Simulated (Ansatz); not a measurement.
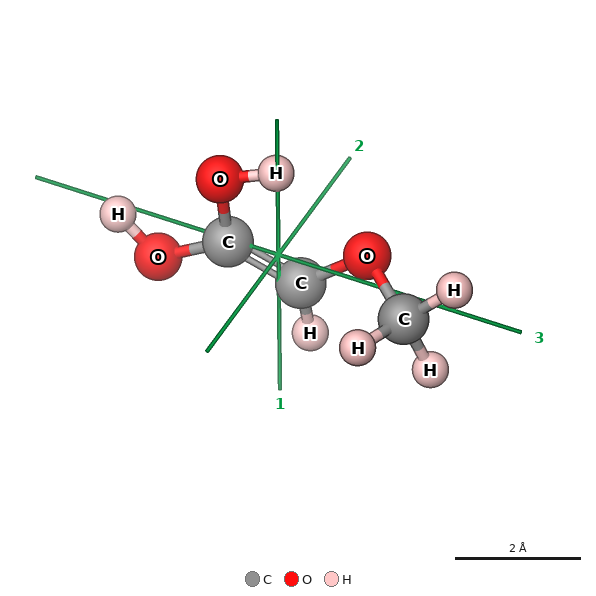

The three principal axes of inertia are drawn and numbered. Depth is shown by fading: the farther an atom, the more it takes the colour of the background. Computed geometry: PBE-D4/def2-SVP optimisation. No frequency run is at hand to confirm it as a minimum. Masses are those of the most abundant isotopes; constants are for the rigid equilibrium geometry.

Which line is the a axis (least moment of inertia), which b and which c?

a is line 3, b is line 1, c is line 2; the moments are 57.4, 239, 278 u Å².

Classify the rotor and give the rotational constants (cm⁻¹).

An asymmetric top (C1): A = 0.294, B = 0.0704, C = 0.0605 cm⁻¹. Ray's parameter κ is −0.92, close to the prolate limit.
